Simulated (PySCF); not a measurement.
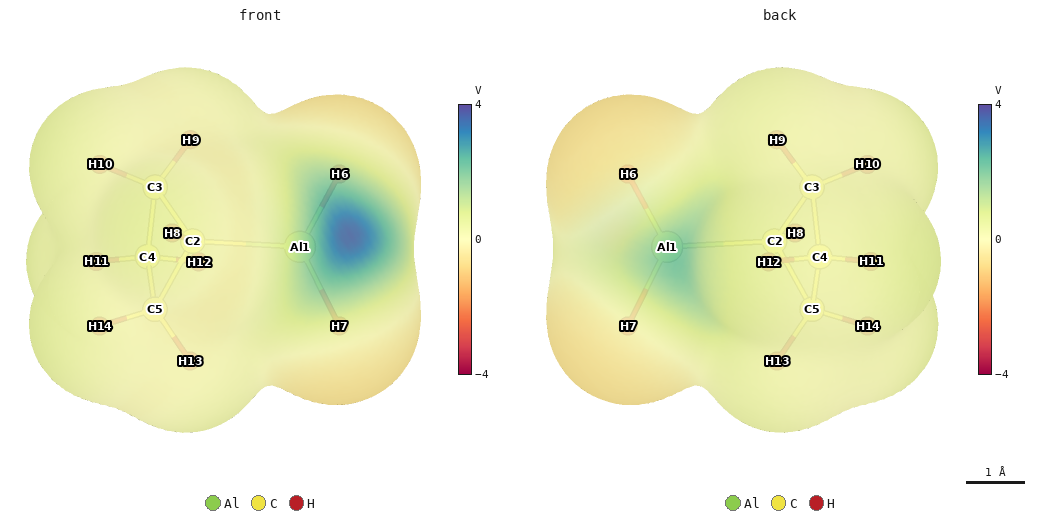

*C$_{4}$H$_{9}$Al (SMILES [AlH2][CH]1CCC1). The molecular electrostatic potential painted on the density surface at 0.002 e/bohr³, seen from the front and from behind; the colour scale runs from red (negative) to blue (positive).*

Geometry: GFN2-xTB.

All numbers below come from PySCF, PBE0/pcSseg-1, SCF density, gas phase, non-relativistic.

The calculation's input:

```
{"job": {"kind": "nmr", "xc": "PBE0", "basis": "pcSseg-1"}, "charge": 0, "multiplicity": 1}
Al     1.789374    -0.606109     0.345825
C      0.177786     0.441453     0.906881
C     -0.168391     1.165756    -0.418973
C     -0.842221    -0.124665    -0.878684
C     -0.950643    -0.569160     0.577701
H      2.845777     0.030644    -0.596532
H      1.873466    -2.127295     0.642233
H      0.004206     1.037748     1.807379
H      0.672874     1.513107    -1.032384
H     -0.874555     1.985598    -0.292674
H     -1.755117    -0.050608    -1.466551
H     -0.120034    -0.758701    -1.414940
H     -0.744383    -1.629387     0.772660
H     -1.908817    -0.308854     1.025892
```

Launched as:

```sh
OMP_NUM_THREADS=1 python probes_run.py task.json out
```

Question: Where is the surface potential most negative and most positive?

Answer: The most negative region (about −0.6 V) lies over H6 and H7, the most positive (about +3.4 V) over Al1.

Question: How polar is the molecule by this calculation?

Answer: Its dipole moment is 0.92 D.
